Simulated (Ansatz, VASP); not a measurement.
# GaSb: VASP beside Ansatz, part 2 of 2

Wanted: the spread between two codes on one cell, functional and k mesh. The cell is taken from a series of VASP runs on this material, whose earlier steps may have relaxed, scaled or displaced it; both programs get it as it stands. Valence electrons are named where the data sets of a main pair hold unlike numbers.

VASP 6.6.1 and Ansatz 0.2.0.

So far. Step 3 (VASP: band structure, PBE): The run ends at a pressure of 2.31 GPa.

## (5) VASP: band structure, r2SCAN

Level of this step: r2SCAN; plane waves and PAW (Sb, Ga_d) (VASP).

Levels along a path test the potential and the projectors away from the mesh points.

The input, INCAR:

```
SYSTEM = GaSb
PREC = Accurate
ENCUT = 350
EDIFF = 1E-06
NELM = 100
ISMEAR = 0
SIGMA = 0.03
LREAL = .FALSE.
ALGO = Normal
METAGGA = R2SCAN
LASPH = .TRUE.
NBANDS = 21
LORBIT = 11
LWAVE = .FALSE.
LCHARG = .FALSE.
KPAR = 4
```

The input, POSCAR:

```
GaSb
1.0
    0.0000000000      3.0590000000      3.0590000000
    3.0590000000      0.0000000000      3.0590000000
    3.0590000000      3.0590000000      0.0000000000
Sb Ga
1 1
Direct
    0.7500000000      0.7500000000      0.7500000000
    0.0000000000      0.0000000000      0.0000000000
```

The input, KPOINTS:

```
Automatic mesh
0
Gamma
6 6 6
0 0 0
```

The input, KPOINTS_OPT:

```
Line mode
10
Line-mode
Reciprocal
  0.00000000   0.00000000   0.00000000 GAMMA
  0.50000000   0.00000000   0.50000000 X

  0.50000000   0.00000000   0.50000000 X
  0.50000000   0.25000000   0.75000000 W

  0.50000000   0.25000000   0.75000000 W
  0.37500000   0.37500000   0.75000000 K

  0.37500000   0.37500000   0.75000000 K
  0.00000000   0.00000000   0.00000000 GAMMA

  0.00000000   0.00000000   0.00000000 GAMMA
  0.50000000   0.50000000   0.50000000 L

  0.50000000   0.50000000   0.50000000 L
  0.62500000   0.25000000   0.62500000 U

  0.62500000   0.25000000   0.62500000 U
  0.50000000   0.25000000   0.75000000 W

  0.50000000   0.25000000   0.75000000 W
  0.50000000   0.50000000   0.50000000 L

  0.50000000   0.50000000   0.50000000 L
  0.37500000   0.37500000   0.75000000 K

  0.62500000   0.25000000   0.62500000 U
  0.50000000   0.00000000   0.50000000 X
```

The projector-augmented-wave data sets are Sb and Ga_d (PBE family, release 64).

Launch:

```console
mpirun -np 4 vasp_std
```

Numbers of over 12 decimals in the logs are rounded to 6 here.

The program printed:

```text
[banner, memory and clock lines left out]
running    4 mpi-ranks, on    1 nodes
[...]
|                                                                             |
|               ----> ADVICE to this user running VASP <----                  |
|                                                                             |
|     You enforced a specific xc type in the INCAR file but a different       |
|     [... a line on the potential file left out ...]
|     I HOPE YOU KNOW WHAT YOU ARE DOING!                                     |
|                                                                             |

 LDA part: xc-table for (None), standard interpolation
 POSCAR, INCAR and KPOINTS ok, starting setup
[...]
entering main loop
       N       E                     dE             d eps       ncg     rms          rms(c)
DAV:   1     0.598747203299E+02    0.59875E+02   -0.68715E+03   692   0.883E+02
DAV:   2    -0.297443290259E+02   -0.89619E+02   -0.84653E+02   724   0.253E+02
[...]
DAV:  13    -0.375758473004E+02    0.21441E-05   -0.40812E-06   781   0.265E-02    0.108E-03
DAV:  14    -0.375758475330E+02   -0.23257E-06   -0.33442E-07   446   0.398E-03
   1 F= -.37575848E+02 E0= -.37575848E+02  d E =-.724600E-17
 Start KPOINTS_OPT (optional k-point list driver)
k-point batch [1-16\100]
       N       E                     dE             ncg
DAV:   1    -0.111361315414E+03   -0.55239E+04      718
DAV:   2    -0.159163361976E+04   -0.14803E+04      716
DAV:   3    -0.174278408361E+04   -0.15115E+03      807
DAV:   4    -0.174586318676E+04   -0.30791E+01      808
DAV:   5    -0.174591697299E+04   -0.53786E-01      833
DAV:   6    -0.174591924746E+04   -0.22745E-02      963
DAV:   7    -0.174591926931E+04   -0.21848E-04      861
DAV:   8    -0.174591926978E+04   -0.47230E-06      627
[...]
k-point batch [97-100\100]
       N       E                     dE             ncg
DAV:   1     0.570934015205E+04   -0.20079E+04      178
DAV:   2     0.532852870923E+04   -0.38081E+03      189
DAV:   3     0.528821943706E+04   -0.40309E+02      209
DAV:   4     0.528741847107E+04   -0.80097E+00      208
DAV:   5     0.528740484192E+04   -0.13629E-01      193
DAV:   6     0.528740410075E+04   -0.74117E-03      259
DAV:   7     0.528740409698E+04   -0.37689E-05      186
DAV:   8     0.528740409696E+04   -0.23390E-07      174
```

From OUTCAR (step 5):

```text
  Total        0.1193094      0.1193094      0.1193094      0.0000000      0.0000000     -0.0000000
  in kB        3.3390019      3.3390019      3.3390019      0.0000000      0.0000000     -0.0000000
  external PRESSURE =       3.3390019 kB  Pullay stress =       0.0000000 kB

 POSITION                                       TOTAL-FORCE (eV/Angst)
 -----------------------------------------------------------------------------------
      4.58850      4.58850      4.58850         0.000000      0.000000      0.000000
      0.00000      0.00000      0.00000        -0.000000     -0.000000     -0.000000
 -----------------------------------------------------------------------------------
    total drift:                                0.000021      0.000021      0.000020

  FREE ENERGIE OF THE ION-ELECTRON SYSTEM (eV)
  ---------------------------------------------------
  free  energy   TOTEN  =       -37.5758475330 eV

  energy  without entropy=      -37.5758475330  energy(sigma->0) =      -37.57584753

[... 2 parts as in an earlier step ...]

[... 1 further part left out ...]
[key lines of the parts left out:]
E-fermi :   4.8586
```

The run ends at a pressure of 0.33 GPa.

## (6) Ansatz: band structure, r2SCAN

The same cell, functional, mesh and smearing now go to Ansatz, which takes its cutoff from its data sets.

The cell is taken from a series of VASP runs on this material, whose earlier steps may have relaxed, scaled or displaced it; both programs get it as it stands.

The input, input.yaml:

```yaml
crystal:
  lattice:
    - [0.0, 3.059, 3.059]
    - [3.059, 0.0, 3.059]
    - [3.059, 3.059, 0.0]
  atoms:
    - { symbol: Sb, position: [0.75, 0.75, 0.75] }
    - { symbol: Ga, position: [0.0, 0.0, 0.0] }
hamiltonian:
  xc: r2scan
  pseudopotentials: { kind: paw }
kpoints:
  mp_grid: { grid: [6, 6, 6] }
  band_path:
    path:
      - [0.0, 0.0, 0.0]
      - [0.16667, 0.0, 0.16667]
      - [0.33333, 0.0, 0.33333]
      - [0.5, 0.0, 0.5]
      - [0.5, 0.08333, 0.58333]
      - [0.5, 0.19444, 0.69444]
      - [0.5, 0.25, 0.75]
      - [0.45833, 0.29167, 0.75]
      - [0.40278, 0.34722, 0.75]
      - [0.375, 0.375, 0.75]
      - [0.20833, 0.20833, 0.41667]
      - [0.08333, 0.08333, 0.16667]
      - [0.0, 0.0, 0.0]
      - [0.22222, 0.22222, 0.22222]
      - [0.38889, 0.38889, 0.38889]
      - [0.51389, 0.47222, 0.51389]
      - [0.55556, 0.38889, 0.55556]
      - [0.61111, 0.27778, 0.61111]
      - [0.61111, 0.25, 0.63889]
      - [0.56944, 0.25, 0.68056]
      - [0.51389, 0.25, 0.73611]
      - [0.5, 0.27778, 0.72222]
      - [0.5, 0.38889, 0.61111]
      - [0.5, 0.47222, 0.52778]
      - [0.48611, 0.48611, 0.52778]
      - [0.43056, 0.43056, 0.63889]
      - [0.38889, 0.38889, 0.72222]
      - [0.59722, 0.19444, 0.59722]
      - [0.55556, 0.11111, 0.55556]
      - [0.5, 0.0, 0.5]
    npoints: 1
scf:
  occupations: { method: gaussian, width: 0.03 }
  n_extra_bands: 7
output:
  forces: true
  stress: true
  eigenvalues: true
```

Launch:

```console
ansatz run input.yaml --threads 2 --pin off --max-ram 4608MiB --backend cpu --events-out ev --progress --plain --runs-dir out
```

The program printed:

```text
[...]
Crystal: 2 atoms, lattice volume = 57.249 Å³
Basis set: ecut = 500 eV, 1459 PW (Γ), exchange–correlation on 128×128×128 points (64 copies of the dense FFT grid, shifted against one another)
Bands: 21, of which v1, the nominal top of the filled ones, is band 14 counted from 1 (13 counted from 0)
Symmetry: 24 space group operations
[...]
k-point 0: bands = [... 10 lower, -4.3992, 7.5255, 7.5255, 7.5255, 7.9907, 10.5156, 10.5156, 10.5156, ... 3 higher]
  k-point 1: bands = [... 10 lower, -4.1013, 4.8308, 7.1055, 7.1055, 8.8404, 11.0859, 11.0859, 11.8480, ... 3 higher]
  k-point 2: bands = [... 10 lower, -3.3058, 2.2163, 6.5342, 6.5342, 8.4139, 11.5670, 11.5670, 14.4463, ... 3 higher]
  k-point 15: bands = [... 10 lower, -1.7586, 0.5995, 4.2210, 4.4003, 10.3665, 10.6466, 14.0410, 14.1028, ... 3 higher]
[key lines of the parts left out:]
SCF converged after 6 iterations
Free energy (F): -10289.838654 eV
Fermi energy:    7.759149 eV
P = ⅓ Tr σ = 0.3586 GPa (3.586 kbar)
```

The job ended after 4.9 s (2 threads of Arm Neoverse V1, shared host; peak memory 0.45 GiB; 9.5 s of CPU time).

## (7) Differences

What differs besides the data sets and the points named for the pairs above, as far as they apply: VASP keeps PBE cores, Ansatz makes them for the functional; the data sets hold 28 valence electrons in Ansatz (on its default PAW (the set named soft_2) files) and 18 in VASP; the cutoff is 500 eV in Ansatz and 350 eV in VASP. Total energies have different zeros and are not compared.

Both answers:

| quantity | Ansatz | VASP | difference |
| --- | --- | --- | --- |
| pressure (GPa) | 0.36 | 0.33 | +0.02 |
| gap over the path points (eV) | 0.465 | 0.449 | +0.016 |

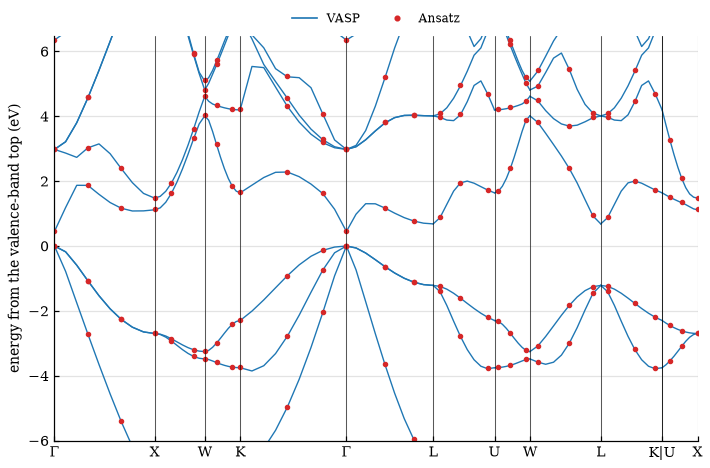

Bands from VASP (lines) and levels from Ansatz (dots). Dots without a line are higher empty bands that the VASP plot leaves out.

Levels at points of the path, from each program's valence-band top (eV; 3 filled, then empty):

| k (reciprocal lattice) | Ansatz | VASP |
| --- | --- | --- |
| 0.000 0.000 0.000 | 0.00 0.00 0.00 0.47 2.99 2.99 | 0.00 0.00 0.00 0.45 2.98 2.98 |
| 0.167 0.000 0.167 | -2.70 -1.07 -1.07 1.88 3.04 4.58 | -2.71 -1.07 -1.07 1.87 3.03 4.56 |
| 0.333 0.000 0.333 | -5.40 -2.26 -2.26 1.18 2.40 7.25 | -5.41 -2.26 -2.26 1.16 2.39 7.22 |
| 0.500 0.000 0.500 | -7.03 -2.69 -2.69 1.13 1.49 9.31 | -7.05 -2.70 -2.70 1.12 1.48 9.26 |
| 0.500 0.083 0.583 | -7.00 -2.92 -2.85 1.63 1.95 8.34 | -7.02 -2.93 -2.86 1.62 1.94 8.28 |
| 0.500 0.194 0.694 | -6.91 -3.40 -3.19 3.32 3.62 5.92 | -6.93 -3.40 -3.20 3.31 3.60 5.88 |
| 0.500 0.250 0.750 | -6.89 -3.47 -3.25 4.03 4.63 4.83 | -6.91 -3.48 -3.25 4.01 4.62 4.81 |
| 0.458 0.292 0.750 | -6.87 -3.59 -2.98 3.14 4.35 5.60 | -6.89 -3.59 -2.99 3.13 4.33 5.58 |
| 0.403 0.347 0.750 | -6.84 -3.73 -2.41 1.85 4.23 6.83 | -6.86 -3.73 -2.41 1.84 4.21 6.79 |
| 0.375 0.375 0.750 | -6.84 -3.74 -2.29 1.65 4.21 7.12 | -6.86 -3.75 -2.30 1.64 4.20 7.09 |

Among the levels compared at these points, filled levels agree within 25 meV and empty ones within 54 meV. Ansatz's pressure holds a Pulay correction of 0.03 GPa; VASP's holds none.

## (8) Ansatz: band structure, r2SCAN, spin-orbit coupling

The same path points are solved in both programs, so levels can be compared one by one.

The cell is taken from a series of VASP runs on this material, whose earlier steps may have relaxed, scaled or displaced it; both programs get it as it stands.

input.yaml: that of step 6 with these lines changed.

```diff
@@ -10,3 +10,6 @@
   xc: r2scan
-  pseudopotentials: { kind: paw }
+  pseudopotentials: { kind: paw_fr }
+magnetization:
+  noncollinear: true
+  spin_orbit: true
 kpoints:
@@ -48,3 +51,3 @@
   occupations: { method: gaussian, width: 0.03 }
-  n_extra_bands: 7
+  n_extra_bands: 14
 output:
```

The program printed:

```text
[...]
non-collinear run that drives no moment, with spin-orbit: no starting moment large enough to seed its density (crystal.atoms[].spin), no starting occupations that ask for one, no magnetisation constraint and no magnetic field, so the semilocal B_xc is pinned to zero
Crystal: 2 atoms, lattice volume = 57.249 Å³
[...]
k-point 1: bands = [... 24 lower, 6.8798, 6.8798, 7.3076, 7.3081, 8.8445, 8.8445, 11.0007, 11.0007, ... 10 higher]
  k-point 2: bands = [... 24 lower, 6.3169, 6.3169, 6.7242, 6.7243, 8.4169, 8.4169, 11.4936, 11.4936, ... 10 higher]
  k-point 15: bands = [... 24 lower, 4.0267, 4.3159, 4.4247, 4.4378, 10.2472, 10.4576, 10.6398, 10.6616, ... 10 higher]
[key lines of the parts left out:]
SCF converged after 7 iterations
Magnetization: |M| = 0.0000 μB,  M = (+0.0000, +0.0000, +0.0000) μB
Free energy (F): -10276.567001 eV
Fermi energy:    7.872635 eV
P = ⅓ Tr σ = 0.3655 GPa (3.655 kbar)
```

Run time: 22 s. Hardware: 2 threads; peak memory 0.69 GiB.

## (9) VASP: band structure, r2SCAN, spin-orbit coupling

The same cell, functional, mesh and smearing now go to VASP, with its own data sets.

INCAR: that of step 5 with these lines changed.

```diff
@@ -11,3 +11,7 @@
 LASPH = .TRUE.
-NBANDS = 21
+LNONCOLLINEAR = .TRUE.
+MAGMOM = 0 0 0 0 0 0
+NBANDS = 30
+GGA_COMPAT = .FALSE.
+LSORBIT = .TRUE.
 LORBIT = 11
```

POSCAR is that of step 5.

KPOINTS is that of step 5.

KPOINTS_OPT is that of step 5.

Launch:

```console
mpirun -np 4 vasp_ncl
```

The program printed:

```text
[banner, memory and clock lines left out]
running    4 mpi-ranks, on    1 nodes
[...]
[... a notice as in an earlier step ...]

 LDA part: xc-table for (None), standard interpolation
 POSCAR, INCAR and KPOINTS ok, starting setup
[...]
entering main loop
       N       E                     dE             d eps       ncg     rms          rms(c)
DAV:   1     0.727641118500E+02    0.72764E+02   -0.68422E+03  1358   0.124E+03
DAV:   2    -0.269596500317E+02   -0.99724E+02   -0.96008E+02  1410   0.330E+02
DAV:   3    -0.391201520872E+02   -0.12161E+02   -0.12048E+02  1590   0.964E+01
DAV:   4    -0.394646640714E+02   -0.34451E+00   -0.34391E+00  1582   0.183E+01
[...]
DAV:  12    -0.376384426194E+02    0.11450E-04   -0.83714E-05  1770   0.135E-01    0.930E-03
DAV:  13    -0.376384392433E+02    0.33762E-05   -0.61847E-06  1470   0.263E-02    0.465E-03
DAV:  14    -0.376384394096E+02   -0.16638E-06   -0.22089E-07   966   0.498E-03
   1 F= -.37638439E+02 E0= -.37638439E+02  d E =-.915514E-10  mag=     0.0000     0.0000    -0.0000
 Start KPOINTS_OPT (optional k-point list driver)
k-point batch [1-22\100]
       N       E                     dE             ncg
DAV:   1     0.932184538935E+02   -0.78977E+04     1370
DAV:   2    -0.215788144976E+04   -0.22511E+04     1442
DAV:   3    -0.243465340870E+04   -0.27677E+03     1604
DAV:   4    -0.244247650584E+04   -0.78231E+01     1602
DAV:   5    -0.244266668750E+04   -0.19018E+00     1706
DAV:   6    -0.244267579750E+04   -0.91100E-02     1900
DAV:   7    -0.244267585769E+04   -0.60185E-04     1740
DAV:   8    -0.244267585848E+04   -0.79452E-06     1272
[...]
k-point batch [89-100\100]
       N       E                     dE             ncg
DAV:   1     0.398828556240E+04   -0.58535E+04      782
DAV:   2     0.278637152319E+04   -0.12019E+04      752
DAV:   3     0.264647020934E+04   -0.13990E+03      938
DAV:   4     0.264305752001E+04   -0.34127E+01      830
DAV:   5     0.264297196171E+04   -0.85558E-01      926
DAV:   6     0.264296769605E+04   -0.42657E-02     1042
DAV:   7     0.264296767542E+04   -0.20623E-04      994
DAV:   8     0.264296767517E+04   -0.25380E-06      662
```

From OUTCAR (step 9):

```text
  Total        0.1119474      0.1119474      0.1119474      0.0000000      0.0000000      0.0000000
  in kB        3.1329687      3.1329687      3.1329687      0.0000000      0.0000000      0.0000000
  external PRESSURE =       3.1329687 kB  Pullay stress =       0.0000000 kB

 POSITION                                       TOTAL-FORCE (eV/Angst)
 -----------------------------------------------------------------------------------
      4.58850      4.58850      4.58850        -0.000000     -0.000000     -0.000000
      0.00000      0.00000      0.00000         0.000000      0.000000      0.000000
 -----------------------------------------------------------------------------------
    total drift:                                0.000003      0.000003      0.000003

  FREE ENERGIE OF THE ION-ELECTRON SYSTEM (eV)
  ---------------------------------------------------
  free  energy   TOTEN  =       -37.6384394096 eV

  energy  without entropy=      -37.6384394095  energy(sigma->0) =      -37.63843941

 magnetization (x)
# of ion       s       p       d       tot
------------------------------------------
    1       -0.000  -0.000   0.000  -0.000
    2        0.000  -0.000   0.000  -0.000
--------------------------------------------------
tot         -0.000  -0.000   0.000  -0.000

 magnetization (y)
# of ion       s       p       d       tot
------------------------------------------
    1       -0.000  -0.000   0.000  -0.000
    2        0.000  -0.000  -0.000  -0.000
--------------------------------------------------
tot         -0.000  -0.000   0.000  -0.000

 magnetization (z)
# of ion       s       p       d       tot
------------------------------------------
    1       -0.000   0.000   0.000   0.000
    2        0.000   0.000  -0.000   0.000
--------------------------------------------------
tot         -0.000   0.000   0.000   0.000

[... 1 part as in an earlier step ...]

[... 2 further parts left out ...]
[key lines of the parts left out:]
E-fermi :   5.0296
```

The run ends at a pressure of 0.31 GPa.

## (10) Side by side

What differs besides the data sets and the points named for the pairs above, as far as they apply: spin-orbit coupling enters by fully relativistic files in Ansatz and inside the spheres in VASP; the data sets hold 28 valence electrons in Ansatz (on its fully relativistic PAW (standard-fr) files) and 18 in VASP. Total energies have different zeros and are not compared.

Compared:

| quantity | Ansatz | VASP | difference |
| --- | --- | --- | --- |
| pressure (GPa) | 0.37 | 0.31 | +0.05 |
| gap over the path points (eV) | 0.251 | 0.230 | +0.021 |

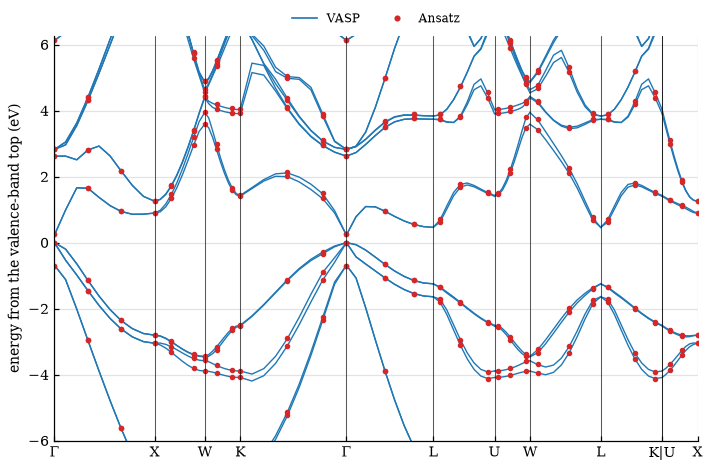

Bands from VASP (lines) and levels from Ansatz (dots). Dots without a line are higher empty bands that the VASP plot leaves out.

Levels at points of the path, from each program's valence-band top (eV; 6 filled, then empty):

| k (reciprocal lattice) | Ansatz | VASP |
| --- | --- | --- |
| 0.000 0.000 0.000 | -0.70 -0.70 0.00 0.00 0.00 0.00 0.25 0.25 2.63 2.63 2.84 2.84 | -0.69 -0.69 0.00 0.00 0.00 0.00 0.23 0.23 2.62 2.62 2.82 2.82 |
| 0.167 0.000 0.167 | -2.95 -2.95 -1.46 -1.46 -1.14 -1.14 1.66 1.66 2.82 2.82 4.32 4.32 | -2.96 -2.96 -1.45 -1.45 -1.14 -1.14 1.65 1.65 2.80 2.80 4.30 4.30 |
| 0.333 0.000 0.333 | -5.63 -5.63 -2.62 -2.62 -2.36 -2.36 0.96 0.96 2.18 2.18 6.91 6.91 | -5.64 -5.64 -2.62 -2.62 -2.36 -2.36 0.94 0.94 2.17 2.17 6.88 6.88 |
| 0.500 0.000 0.500 | -7.26 -7.26 -3.05 -3.05 -2.80 -2.80 0.91 0.91 1.27 1.27 8.93 8.93 | -7.28 -7.28 -3.05 -3.05 -2.80 -2.80 0.90 0.90 1.25 1.25 8.90 8.90 |
| 0.500 0.083 0.583 | -7.25 -7.20 -3.32 -3.15 -3.00 -2.99 1.35 1.47 1.72 1.74 7.92 8.19 | -7.27 -7.22 -3.32 -3.15 -3.01 -3.00 1.33 1.46 1.71 1.73 7.88 8.16 |
| 0.500 0.194 0.694 | -7.19 -7.08 -3.81 -3.50 -3.39 -3.38 2.96 3.20 3.39 3.41 5.60 5.73 | -7.21 -7.11 -3.81 -3.51 -3.40 -3.39 2.95 3.19 3.38 3.40 5.57 5.71 |
| 0.500 0.250 0.750 | -7.17 -7.06 -3.90 -3.57 -3.45 -3.44 3.59 3.96 4.40 4.44 4.56 4.65 | -7.20 -7.08 -3.89 -3.58 -3.46 -3.45 3.59 3.94 4.39 4.43 4.54 4.63 |
| 0.458 0.292 0.750 | -7.15 -7.04 -3.96 -3.71 -3.24 -3.15 2.83 2.99 4.05 4.19 5.34 5.41 | -7.17 -7.06 -3.96 -3.72 -3.25 -3.16 2.82 2.97 4.04 4.17 5.31 5.39 |
| 0.403 0.347 0.750 | -7.12 -7.02 -4.07 -3.86 -2.66 -2.60 1.60 1.66 3.93 4.06 6.48 6.67 | -7.14 -7.04 -4.07 -3.87 -2.66 -2.60 1.59 1.65 3.92 4.05 6.44 6.64 |
| 0.375 0.375 0.750 | -7.11 -7.01 -4.08 -3.88 -2.52 -2.50 1.42 1.44 3.92 4.05 6.77 6.95 | -7.14 -7.04 -4.09 -3.89 -2.53 -2.51 1.40 1.43 3.91 4.03 6.74 6.92 |

Among the levels compared at these points, filled levels agree within 26 meV and empty ones within 41 meV. Ansatz's pressure holds a Pulay correction of 0.03 GPa; VASP's holds none.

## (11) What came out

| Quantity | Value |
| --- | --- |
| largest difference of a filled level at the path points (band structure, PBE) | 20 meV |
| largest difference of a filled level at the path points (band structure, r2SCAN) | 25 meV |
| largest difference of a filled level at the path points (band structure, r2SCAN, spin-orbit coupling) | 26 meV |

The largest difference of a filled level at the path points is 26 meV (band structure, r2SCAN, spin-orbit coupling), within the 80 meV picked in this series as the mark of a large difference. The data sets hold unlike numbers of valence electrons (28 in Ansatz and 18 in VASP), so part of the differences comes from the potentials. 2 further runs of this series are not shown here. Such differences can come from data sets, numerical settings and the points named under the comparisons, not from the functional's error against experiment.

[Lines on the potential files, build, host, timing and source positions are cut from VASP's logs without a mark.]

[Logs are printed without paths, hosts, clocks, repeated set-up lines and the standing remarks that a program may print on its own settings, such as how far it seeks lower states.]

[Hosts, paths, dates, database ids (printed as entryN), source tags and the programs' standing remarks are cut or masked in the printed files.]
